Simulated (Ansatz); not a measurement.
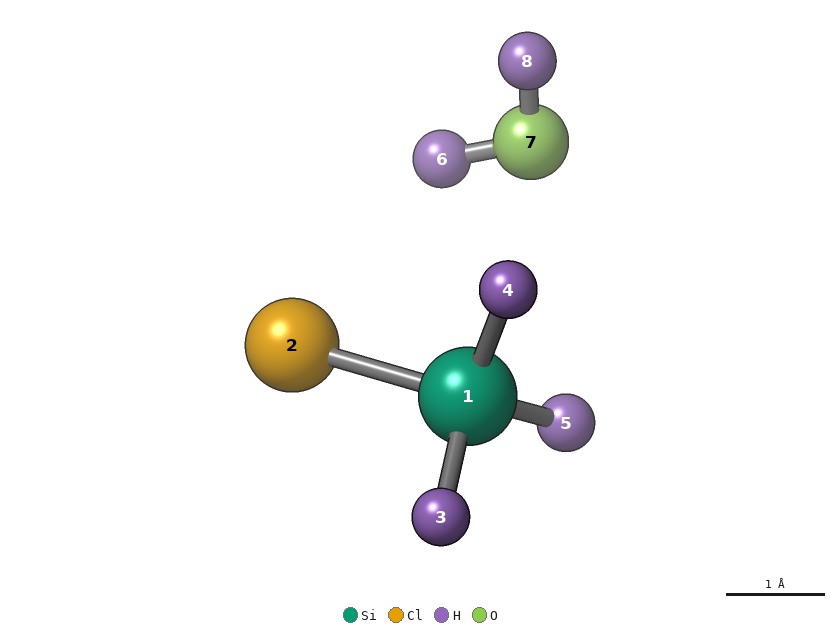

Orthographic view. Distant atoms are faded towards the background colour. The computed structure is the end point of a PBE0-D4/def2-TZVP optimisation.

Write the connection table.

Si1: Cl2, H3, H4, H5
Cl2: Si1
H3: Si1
H4: Si1
H5: Si1
H6: O7
O7: H6, H8
H8: O7
